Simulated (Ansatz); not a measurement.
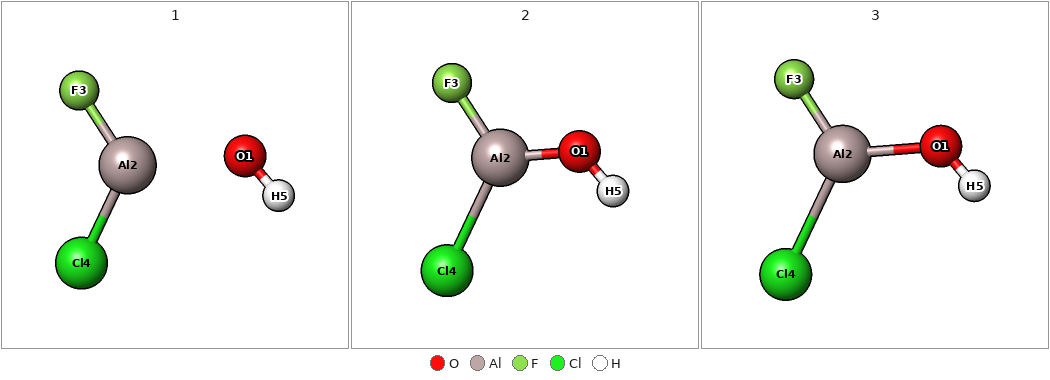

AlClFHO, SMILES [OH][Al]([F])[Cl]. Coordinates scanned: (1) bond length O1–Al2; (2) bond length Al2–Cl4. Nothing is relaxed (all other coordinates rigid). The scan uses a 7 × 7 grid. Energies: kJ/mol, counted from the relaxed molecule at the same level. The reference is spin-restricted, which grows unreliable where a bond is stretched far. Level of theory: RKS CAM-B3LYP-D4/def2-TZVP (Ansatz 0.2.0).

The numbered pictures are structures from this grid.

### Rank them by energy, lowest first.

2, at bond length O1–Al2 = 1.559 Å, bond length Al2–Cl4 = 2.377 Å: 73 kJ/mol; 3, at bond length O1–Al2 = 1.937 Å, bond length Al2–Cl4 = 2.536 Å: 178 kJ/mol; 1, at bond length O1–Al2 = 2.315 Å, bond length Al2–Cl4 = 2.059 Å: 244 kJ/mol.

The map, with the structures marked:

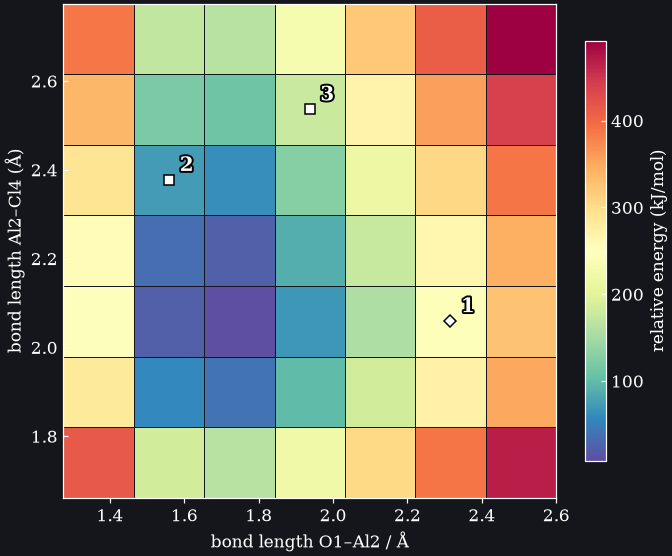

The picture shows one coloured cell a grid point.
